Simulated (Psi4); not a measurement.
# doublet GaF+ at 3 levels

We compute a comparison of 3 runs (U-wB97X-V/def2-TZVPPD, UTPSSh/def2-TZVPPD, UMP3/def2-TZVPPD) of doublet GaF+. 

Program for the calculation: Psi4 1.11.

1 further run of the same task is left out (set aside as unsound or not needed).

### 1 The molecule

The species is GaF+ (2 atoms), meant as a doublet with charge +1. SMILES of the parent species: `[F][Ga]`. The shape is that of a PBE0-D4/def2-TZVP optimisation. That shape belongs to the parent species and isn't relaxed for this state.

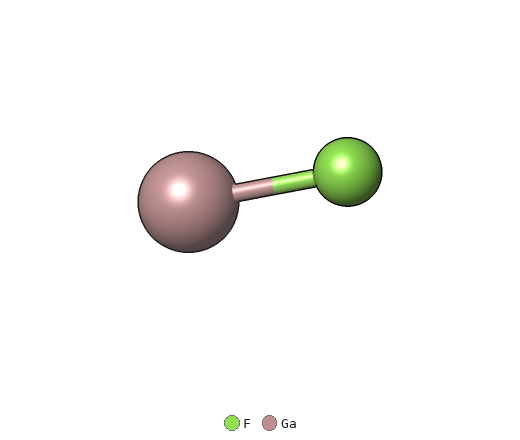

Viewed from a chosen angle; fluorine green, gallium pink.

### 2 A single-point energy at U-wB97X-V/def2-TZVPPD (run 1)

Input file fga.xyz:

```xyz
2
FGa
F      0.000000     0.000000     0.006300
Ga     0.000000     0.000000     1.792850
```

Input file run.py:

```python
import psi4

psi4.set_memory(1600000000)
psi4.set_num_threads(1)
psi4.core.set_output_file('run.log', False)

with open('fga.xyz') as f:
    atoms = ''.join(f.readlines()[2:])
molecule = psi4.geometry('1 2\n' + atoms + 'symmetry c1\nno_reorient\nno_com')

psi4.set_options({
    'basis': 'def2-TZVPPD',
    'reference': 'uks',
    'puream': True,
    'e_convergence': 1e-09,
    'd_convergence': 1e-08,
    'scf_type': 'pk',
    'dft_radial_points': 99,
    'dft_spherical_points': 590,
    'maxiter': 100,
})

e, wfn = psi4.energy("wb97x-v", molecule=molecule, return_wfn=True)
print(f'total energy {e:.8f} hartree = {e * 27.211386:.5f} eV')
```

Launch:

```console
$ python run.py
```

run.log:

```text
[...]
  Running in c1 symmetry.
[...]
  Nuclear repulsion =   82.639971888237099
[...]
  Multiplicity = 2
[...]
  Nalpha       = 20
  Nbeta        = 19
[...]
    Number of basis functions: 94
[...]
   @UKS iter   1: -2022.66216986797394   -2.17067e+00   3.25780e-02 DIIS/ADIIS
[...]
   @UKS iter  13: -2024.19815875768677   -2.72848e-11   6.85265e-09 DIIS
[...]
   @S^2 Observed:                7.561561473E-01
[...]
    Orbital Energies [Eh]
    ---------------------
    Alpha Occupied:
       1A   -372.760700     2A    -46.315642     3A    -41.059911
       4A    -41.059911     5A    -41.057219     6A    -25.001231
       7A     -5.963737     8A     -4.249357     9A     -4.249357
      10A     -4.240904    11A     -1.534579    12A     -1.304790
      13A     -1.304790    14A     -1.299055    15A     -1.299055
      16A     -1.292872    17A     -0.856070    18A     -0.765085
      19A     -0.765085    20A     -0.695889
    Alpha Virtual:
      21A     -0.241776    22A     -0.241776    23A     -0.150661
      24A     -0.096248    25A     -0.042137    26A     -0.042137
[...]
  @UKS Final Energy: -2024.19815875768677
   => Energetics <=
    Nuclear Repulsion Energy =             82.6399718882370991
    One-Electron Energy =               -2975.4647154480953759
    Two-Electron Energy =                 934.4316480799137707
    DFT Exchange-Correlation Energy =     -65.9721041207660193
    Empirical Dispersion Energy =           0.0000000000000000
    VV10 Nonlocal Energy =                  0.1670408430236780
    Total Energy =                      -2024.1981587576867696
[...]
 Multipole Moments:
 ------------------------------------------------------------------------------------
     Multipole            Electronic (a.u.)      Nuclear  (a.u.)        Total (a.u.)
 ------------------------------------------------------------------------------------
 L = 1.  Multiply by 2.5417464519 to convert [e a0] to [Debye]
 Dipole X            :         -0.0000000            0.0000000           -0.0000000
 Dipole Y            :         -0.0000000            0.0000000           -0.0000000
 Dipole Z            :       -100.9035082          105.1350075            4.2314993
 Magnitude           :                                                    4.2314993
[...]
```

Standard output:

```text
total energy -2024.19815876 hartree = -55081.23744 eV
```

It took 20 s on 1 thread of Intel Xeon Platinum 8375C at 2.90GHz (Ice Lake), shared host; peak memory 0.72 GiB.

### 3 A single-point energy at UTPSSh/def2-TZVPPD (run 2)

Input file job.py:

```python
import psi4

psi4.set_memory('1600 MB')
psi4.set_num_threads(1)
psi4.core.set_output_file('fga.out', False)

m = psi4.geometry("""
1 2
F      0.00000000     0.00000000     0.01190527
Ga     0.00000000     0.00000000     3.38799548
units au
symmetry c1
""")

options = {'reference': 'uks', 'puream': True, 'e_convergence': 1e-09, 'd_convergence': 1e-08, 'scf_type': 'pk', 'dft_radial_points': 99, 'dft_spherical_points': 590, 'maxiter': 100}
psi4.set_options(options)

energy_value, wavefunction = psi4.energy('tpssh/def2-TZVPPD', molecule=m, return_wfn=True)
psi4.oeprop(wavefunction, 'MULLIKEN_CHARGES', 'LOWDIN_CHARGES', 'DIPOLE')
print(f'tpssh/def2-TZVPPD energy: {energy_value:.10f} Eh')
```

Launch:

```console
$ python job.py
```

fga.out:

```text
[...]
  Running in c1 symmetry.
[...]
  Nuclear repulsion =   82.639971874448236
[...]
  Multiplicity = 2
[...]
  Nalpha       = 20
  Nbeta        = 19
[...]
    Number of basis functions: 94
[...]
   @UKS iter   1: -2022.39209820207134   -1.17024e+00   3.48452e-02 ADIIS/DIIS
[...]
   @UKS iter  14: -2024.38990642665453   -1.36424e-12   1.35935e-09 DIIS
[...]
   @S^2 Observed:                7.541152499E-01
[...]
  @UKS Final Energy: -2024.38990642665453
   => Energetics <=
    Nuclear Repulsion Energy =             82.6399718744482357
    One-Electron Energy =               -2975.3149023252885854
    Two-Electron Energy =                 945.1788522473533476
    DFT Exchange-Correlation Energy =     -76.8938282231674037
    Empirical Dispersion Energy =           0.0000000000000000
    VV10 Nonlocal Energy =                  0.0000000000000000
    Total Energy =                      -2024.3899064266543064
[...]
 Multipole Moments:
 ------------------------------------------------------------------------------------
     Multipole            Electronic (a.u.)      Nuclear  (a.u.)        Total (a.u.)
 ------------------------------------------------------------------------------------
 L = 1.  Multiply by 2.5417464519 to convert [e a0] to [Debye]
 Dipole X            :         -0.0000000            0.0000000           -0.0000000
 Dipole Y            :         -0.0000000            0.0000000           -0.0000000
 Dipole Z            :          2.6688760           -1.2049111            1.4639649
 Magnitude           :                                                    1.4639649
[...]
  Mulliken Charges: (a.u.)
   Center  Symbol    Alpha    Beta     Spin     Total
       1     F     4.66362  4.42194  0.24169 -0.08556
       2    GA    15.33638 14.57806  0.75831  1.08556
   Total alpha = 20.00000, Total beta = 19.00000, Total charge =  1.00000
  Lowdin Charges: (a.u.)
   Center  Symbol    Alpha    Beta     Spin     Total
       1     F     4.78014  4.48559  0.29455 -0.26573
       2    GA    15.21986 14.51441  0.70545  1.26573
  Total alpha = 20.00000, Total beta = 19.00000, Total charge =  1.00000
```

The script printed:

```text
tpssh/def2-TZVPPD energy: -2024.3899064267 Eh
```

Wall time 26 s (1 thread of Intel Xeon Platinum 8375C at 2.90GHz (Ice Lake), shared host); peak memory 0.71 GiB.

### 4 A single-point energy at UMP3/def2-TZVPPD (run 3)

Input file input.dat:

```
memory 1600 mb

molecule system {
  1 2
  F
  Ga 1 r2

  r2 = 1.78655
  units angstrom
  symmetry c1
  no_reorient
  no_com
}

set basis def2-TZVPPD
set reference uhf
set puream true
set e_convergence 1e-09
set d_convergence 1e-08
set scf_type pk
set num_frozen_docc 10
set maxiter 100
set mp_type conv

E = energy('mp3')
```

Launch:

```console
$ psi4 -n 1 input.dat output.dat
```

output.dat:

```text
[...]
  Running in c1 symmetry.
[...]
  Nuclear repulsion =   82.639971888237099
[...]
  Multiplicity = 2
[...]
  Nalpha       = 20
  Nbeta        = 19
[...]
    Number of basis functions: 94
[...]
   @UHF iter   1: -2021.27582914579193   -3.36005e+00   2.92209e-02 ADIIS/DIIS
[...]
   @UHF iter  14: -2022.44671298902472   -6.59384e-12   4.39277e-09 DIIS
[...]
   @S^2 Observed:                7.628664601E-01
[...]
    Orbital Energies [Eh]
    ---------------------
    Alpha Occupied:
       1A   -379.189121     2A    -48.534963     3A    -42.861857
       4A    -42.861857     5A    -42.859580     6A    -26.510113
       7A     -6.766157     8A     -4.856114     9A     -4.856114
      10A     -4.849796    11A     -1.785162    12A     -1.568702
      13A     -1.568702    14A     -1.561620    15A     -1.561620
      16A     -1.553714    17A     -0.928513    18A     -0.852008
      19A     -0.852008    20A     -0.723064
    Alpha Virtual:
      21A     -0.223100    22A     -0.223100    23A     -0.127971
      24A     -0.095598    25A     -0.043139    26A     -0.043139
[...]
  @UHF Final Energy: -2022.44671298902472
   => Energetics <=
    Nuclear Repulsion Energy =             82.6399718882370991
    One-Electron Energy =               -2976.9015617871400536
    Two-Electron Energy =                 871.8148769098779667
    Total Energy =                      -2022.4467129890249453
  UHF NO Occupations:
  HONO-2 :   18  A 1.9998432
  HONO-1 :   19  A 1.9940719
[...]
 Multipole Moments:
 ------------------------------------------------------------------------------------
     Multipole            Electronic (a.u.)      Nuclear  (a.u.)        Total (a.u.)
 ------------------------------------------------------------------------------------
 L = 1.  Multiply by 2.5417464519 to convert [e a0] to [Debye]
 Dipole X            :          0.0000000            0.0000000            0.0000000
 Dipole Y            :         -0.0000000            0.0000000           -0.0000000
 Dipole Z            :          3.0486050           -1.2049111            1.8436939
 Magnitude           :                                                    1.8436939
[...]
	SCS-MP2 Total Energy (a.u.)        : -2022.84717274420518
	SOS-MP2 Total Energy (a.u.)        : -2022.83523726027397
[...]
	SOS-PI-MP2 Total Energy (a.u.)     : -2022.86512374267772
[...]
	MP2 Total Energy (a.u.)            : -2022.87104371206829
[...]
	SCS-MP3 Total Energy (a.u.)        : -2022.84193870877698
[...]
	MP3 Total Energy (a.u.)            : -2022.85010757035570
[...]
```

Run time: 15 s. Hardware: 1 thread of Intel Xeon Platinum 8375C at 2.90GHz (Ice Lake), shared host; peak memory 0.72 GiB.

### 5 All runs side by side

| run | level | frozen core orbitals | integration grid | energy (Eh) | HOMO energy (eV) | LUMO energy (eV) | ⟨S²⟩ | wall time |
| --- | --- | --- | --- | --- | --- | --- | --- | --- |
| 1 | U-wB97X-V/def2-TZVPPD | 0 | 99 radial × 590 angular | -2024.198159 | -18.94 | -10.89 | 0.756 | 20 s |
| 2 | UTPSSh/def2-TZVPPD | 0 | 99 radial × 590 angular | -2024.389906 | -16.06 | -13.52 | 0.754 | 26 s |
| 3 | UMP3/def2-TZVPPD | 10 | – | -2022.850108 | -19.68 | -8.82 | 0.763 | 15 s |

### 6 Summary of results

```
                                                         quantity           value
                                              run 3: total energy  -2022.85011 Eh
run 3: HOMO energy (Hartree–Fock orbitals) (highest over α and β)       -19.68 eV
 run 3: LUMO energy (Hartree–Fock orbitals) (lowest over α and β)        -8.82 eV
              run 3: correlation energy (10 core orbitals frozen)      -403.4 mEh
                         run 3: ⟨S²⟩ of the reference determinant           0.763
```

**Reading.** Totals of different functionals can't be ranked against each other. All runs together took 61 s, the longest 26 s.
